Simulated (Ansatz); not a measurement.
```yaml
atoms:
  - { symbol: C, position_ang: [0.9587, -1.4231, -0.3007] }
  - { symbol: N, position_ang: [0.5118, -0.5005, 0.5387] }
  - { symbol: Si, position_ang: [-0.5196, 0.7586, -0.1105] }
  - { symbol: O, position_ang: [-1.2594, 1.3170, 1.1976] }
  - { symbol: F, position_ang: [-1.4709, 0.1321, -1.2035] }
  - { symbol: Cl, position_ang: [0.5986, 2.3168, -0.8458] }
  - { symbol: H, position_ang: [1.5805, -2.2025, 0.0376] }
  - { symbol: H, position_ang: [0.6987, -1.3722, -1.3977] }
  - { symbol: H, position_ang: [-1.0099, 0.9274, 2.0670] }
```

These are results of SCF hf, Gaussian basis in Ansatz, not measurements.

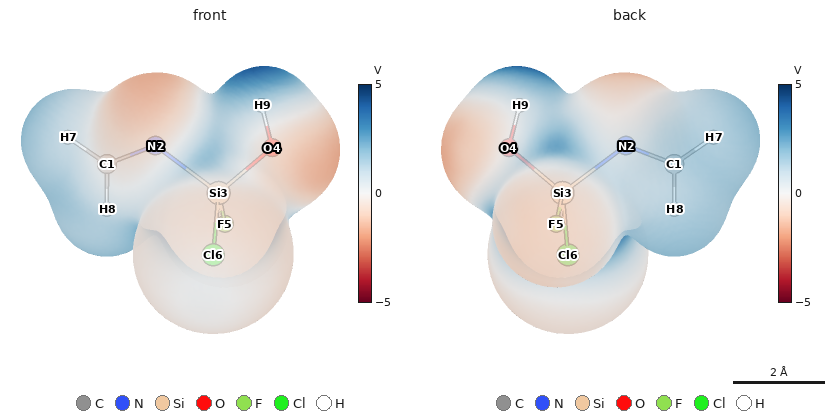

CH$_{3}$ClFNOSi (SMILES C=N[Si](O)(F)Cl). The molecular electrostatic potential painted on the density surface at 0.004 e/bohr³, seen from the front and from behind; red is negative and blue positive.

> Which sites attract a positive test charge, and which a negative one?

A positive charge is drawn to the negative regions and a negative charge to the positive ones. The most negative region (about −1.7 V, or −39 kcal/mol for a unit charge) lies over N2 and O4, the most positive (about +3.9 V, or +90 kcal/mol for a unit charge) over Si3 and H9.
